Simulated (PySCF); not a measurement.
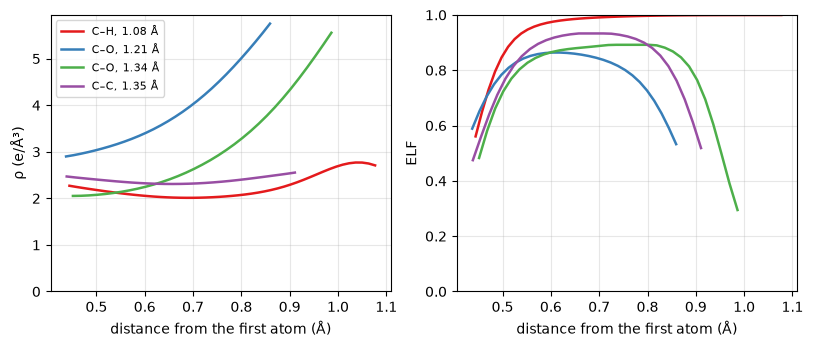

C5H4O2 (SMILES O=Cc1ccoc1). Total electron density and electron localisation function along straight lines between neighbouring atoms. The curves leave out the atomic cores.

Geometry: PBE0-D3(BJ)/def2-TZVP.

The calculation used PySCF 2.14.0, PBE0/pcSseg-2, SCF density, gas phase, non-relativistic.

The calculation's input:

```
{"job": {"kind": "nmr", "xc": "PBE0", "basis": "pcSseg-2"}, "charge": 0, "multiplicity": 1}
O     -3.035181     1.390061     0.549550
C     -2.325360     0.507451     0.135430
C     -0.870600     0.494758     0.243668
C      0.034370    -0.519368    -0.210192
C      1.271254    -0.085414     0.109344
O      1.200670     1.123124     0.728551
C     -0.090643     1.462360     0.804819
H     -2.760163    -0.378562    -0.372953
H     -0.216993    -1.443422    -0.706529
H      2.260742    -0.489026    -0.022627
H     -0.327263     2.403656     1.272221
```

Command:

```sh
OMP_NUM_THREADS=1 python probes_run.py task.json out
```

### What can be read from the curves?

C–H (1.08 Å): ρ is about 2.1 e/Å³ halfway; the ELF climbs to about 1 towards the hydrogen, as it does in any bond to H; a covalent bond by its length.
C–O (1.21 Å): ρ is about 3.4 e/Å³ halfway; the ELF peaks at about 0.85 between the atoms; a multiple bond.
C–O (1.34 Å): the density is about 2.5 e/Å³ at the midpoint; the ELF peaks at about 0.90 between the atoms: a shared but strongly polarised pair.
C–C (1.35 Å): ρ is about 2.3 e/Å³ halfway; the ELF peaks at about 0.95 between the atoms, as expected for a covalent bond.
